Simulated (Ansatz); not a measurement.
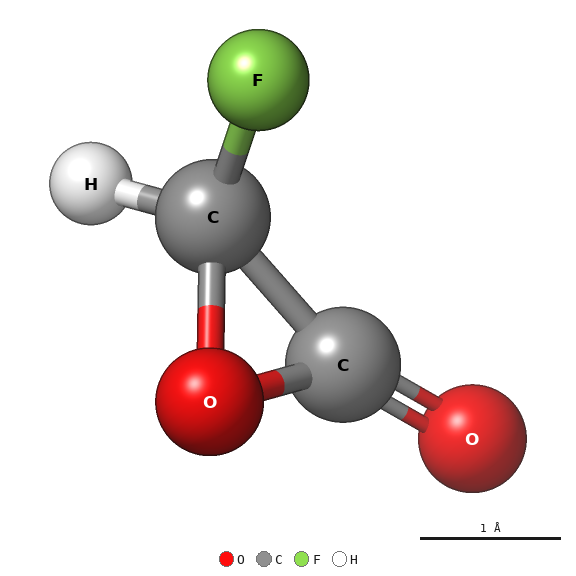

A ball-and-stick model of a molecule. Double and triple bonds are drawn as two and three sticks.

Description:

It has 6 atoms: 2 carbon, 1 hydrogen, 1 fluorine and 2 oxygen (C2HFO2). SMILES: `O=C1O[C@H]1F`. Independent rings (smallest set): 1 of 3 members. Among its groups: C–F bond. The point group is C1.

More results for the same structure follow; atom numbers are the same in all pictures, views and colours differ. Computed geometry: PBE0-D4/def2-TZVP optimisation.

Thermal motion

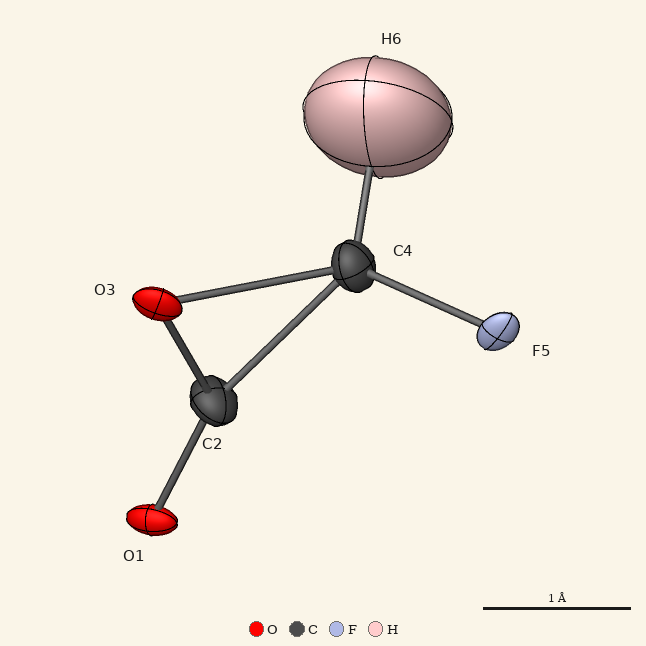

Displacement ellipsoids at the 50 % level, enlarged 3 times, from the internal vibrations of the free molecule (harmonic, no overall translation or rotation; no half-axis is drawn under 0.075 Å). Vibrations computed with RKS PBE0-D4/def2-TZVP (Ansatz 0.2.0). Temperature: 0 K (zero-point motion alone).

List U_eq and the three principal root-mean-square amplitudes for each kind of atom.

| atom | U_eq (Å²) | rms amplitudes (Å) |
| --- | --- | --- |
| O1 | 0.00091 | 0.022, 0.025, 0.040 |
| C2 | 0.0013 | 0.029, 0.037, 0.042 |
| O3 | 0.00090 | 0.018, 0.031, 0.037 |
| C4 | 0.0013 | 0.031, 0.036, 0.040 |
| F5 | 0.00084 | 0.015, 0.027, 0.040 |
| H6 | 0.0119 | 0.079, 0.110, 0.133 |

Dipole moment

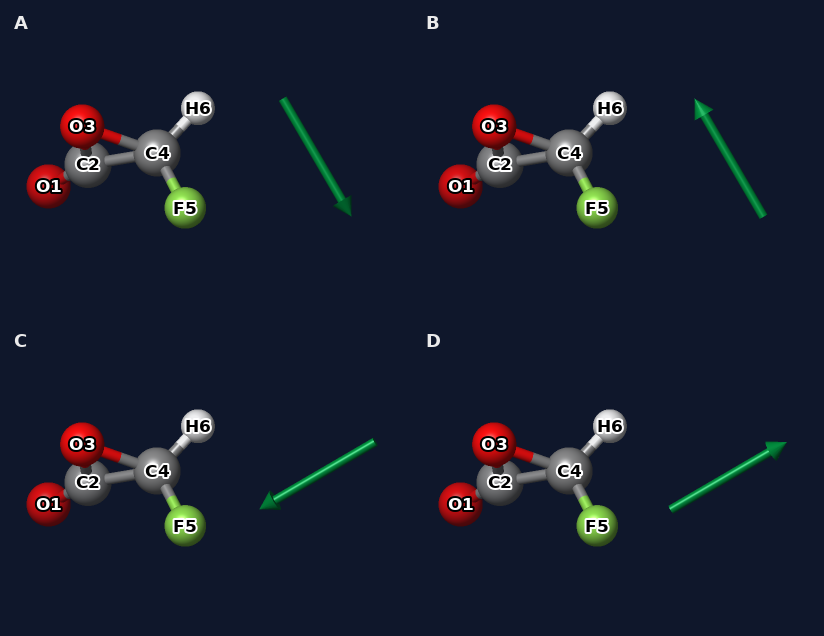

The same molecule four times, each with an arrow. Level of theory: RKS PBE-D4/def2-TZVPP (Ansatz 0.2.0).

Which arrow points along the dipole moment, from the negative to the positive end?

Answer. D. The dipole moment is 2.43 D; it points from the side of O1 to the side of H6 (the outermost atoms at the two ends).

Charges

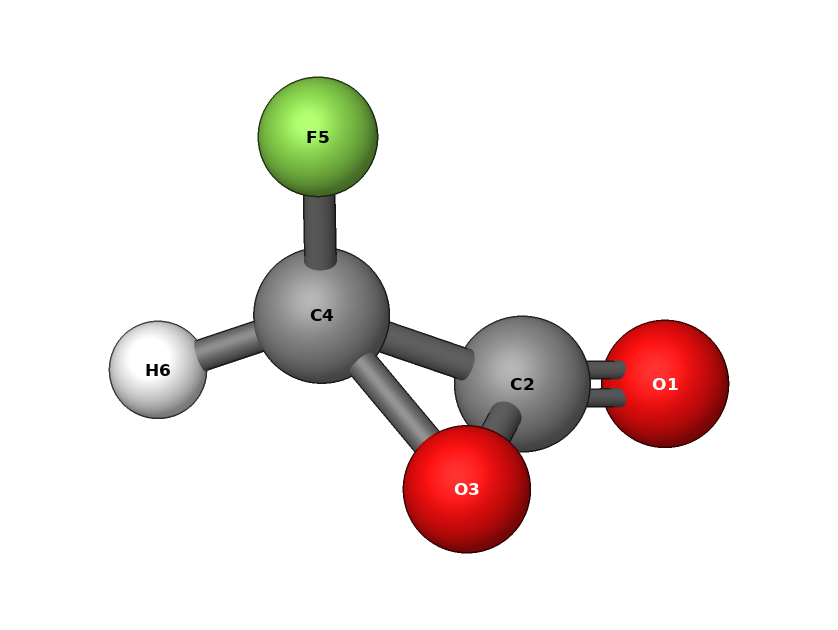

The questions are on Mulliken charges. Properties computed with RKS PBE-D4/def2-TZVPP (Ansatz 0.2.0).

Give the Mulliken charges atom by atom.

```
atom  value (e)
  O1      −0.18
  C2       0.22
  O3      −0.15
  C4       0.14
  F5      −0.13
  H6       0.11
```

Mulliken values depend strongly on the basis set and can even reverse the polarity of a bond.
